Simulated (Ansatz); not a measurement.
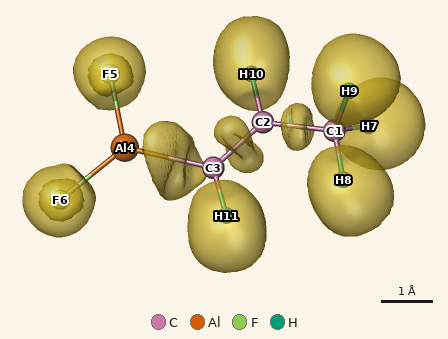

The picture shows: C3H5AlF2 (SMILES C/C=[CH]/[Al]([F])[F]). Isosurface of the ELF at 0.8 (yellow), seen at a tilt. Only the valence region is drawn (cores and ρ < 0.01 e/Å³ removed).

Geometry: B3LYP-D3(BJ)/def2-SVP.

The calculation used isolated molecule in a Gaussian basis; Kohn-Sham density functional theory, functional PBE0 in Ansatz 0.2.0.

```
atom    x (Å)    y (Å)    z (Å)
   C  -0.6411  -0.4881   1.2231
   C  -1.4406  -1.4993   0.4607
   C  -1.0159  -2.7192   0.0714
  Al  -2.1906  -3.8726  -0.8995
   F  -3.7295  -3.3530  -1.2509
   F  -1.7768  -5.3894  -1.4300
   H  -0.5614   0.4547   0.6540
   H   0.3734  -0.8503   1.4468
   H  -1.1417  -0.2320   2.1734
   H  -2.4649  -1.1861   0.2110
   H   0.0119  -3.0050   0.3349
```

**What do the ELF domains correspond to?**

At this value the surface marks out one region between bonded Al–C atoms (shared pairs), two regions between bonded C–C atoms (shared pairs), five regions around hydrogen nuclei and two regions wrapped around F (the valence shell of each).

Values along the shortest contacts:
C–C (1.35 Å): the ELF peaks at about 0.95 between the atoms: localised, covalent bonding. Al–F (1.66 Å): the ELF peaks at about 0.85 in the valence shell of F, 0.6 Å from its nucleus, and is about 0.25 at the midpoint.
